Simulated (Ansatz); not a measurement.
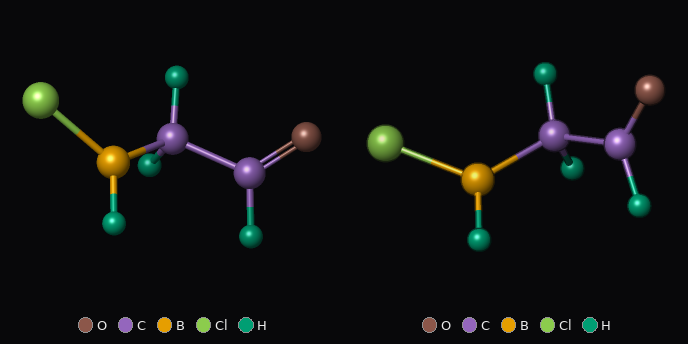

Both panels show the same species.

The geometry was computed by an optimisation with PBE0-D4/def2-TZVP.

Describe the molecule.

It has 9 atoms: 2 carbon, 4 hydrogen, 1 boron, 1 chlorine and 1 oxygen (C2H4BClO). SMILES: `O=CCBCl`. It has no ring. Among its groups: aldehyde, B–H bond. This geometry has C1 symmetry. Coordination: 1 C trigonal planar; 1 C tetrahedral; 1 B trigonal planar.

The parts below concern this one geometry. Atoms keep their numbers from picture to picture.

Electronic properties

Method: RKS PBE-D4/def2-TZVPP (Ansatz 0.2.0).

Predict the main results.

- dipole moment: 2.28 D
- HOMO energy (Kohn–Sham orbital): −6.07 eV
- LUMO energy (Kohn–Sham orbital): −2.71 eV
- HOMO–LUMO gap: 3.37 eV
- dispersion correction: −16.4 kJ/mol

Thermal motion

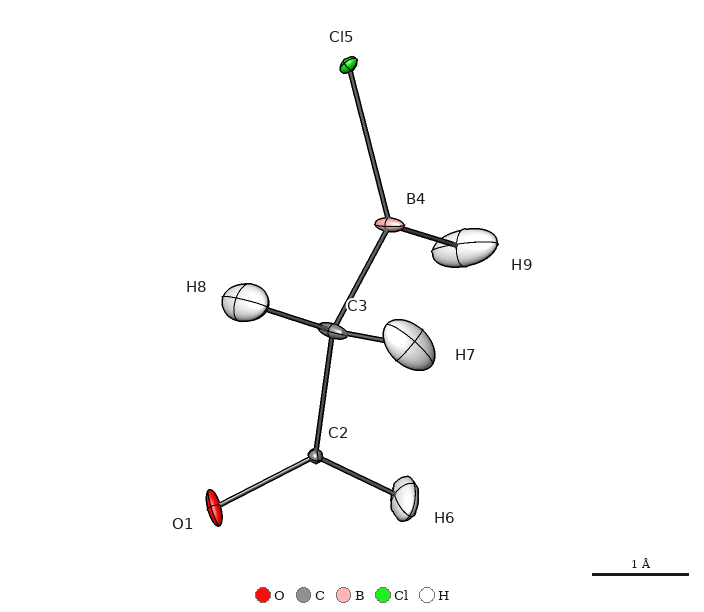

Displacement ellipsoids at the 50 % level, from the internal vibrations of the free molecule (harmonic, no overall translation or rotation; no half-axis is drawn under 0.075 Å). Vibrations computed with RKS PBE0-D4/def2-TZVP (Ansatz 0.2.0). Temperature: 100 K.

**Which atom has the largest mean-square displacement?**

H9, with U_eq = 0.0344 Å².

**Does H9 move more along its bond or across it?**

Across it: the root-mean-square amplitude is 0.092 Å along the bond and up to 0.278 Å across, since bending and torsion are softer than stretching.

List U_eq and the three principal root-mean-square amplitudes for each kind of atom.

```json
{"atom": "O1", "U_eq (Å²)": "0.0068", "rms amplitudes (Å)": "0.029, 0.039, 0.135"}
{"atom": "C2", "U_eq (Å²)": "0.0023", "rms amplitudes (Å)": "0.032, 0.043, 0.065"}
{"atom": "C3", "U_eq (Å²)": "0.0067", "rms amplitudes (Å)": "0.039, 0.045, 0.128"}
{"atom": "B4", "U_eq (Å²)": "0.0064", "rms amplitudes (Å)": "0.043, 0.052, 0.120"}
{"atom": "Cl5", "U_eq (Å²)": "0.0019", "rms amplitudes (Å)": "0.014, 0.024, 0.071"}
{"atom": "H6", "U_eq (Å²)": "0.0241", "rms amplitudes (Å)": "0.080, 0.128, 0.223"}
{"atom": "H7", "U_eq (Å²)": "0.0252", "rms amplitudes (Å)": "0.108, 0.146, 0.206"}
{"atom": "H8", "U_eq (Å²)": "0.0262", "rms amplitudes (Å)": "0.089, 0.133, 0.230"}
{"atom": "H9", "U_eq (Å²)": "0.0344", "rms amplitudes (Å)": "0.091, 0.133, 0.278"}
```

Vibrations

Harmonic vibrations computed with RKS PBE0-D4/def2-TZVP (Ansatz 0.2.0) at a stationary point of the same level.

**How many vibrational modes are there, and where do they lie?**

21 modes: 55, 119, 221, 322, 504, 592, 814, 862, 943, 1000, 1052, 1118, 1152, 1271, 1396, 1421, 1842, 2650, 2902, 2992, 3136 cm⁻¹.
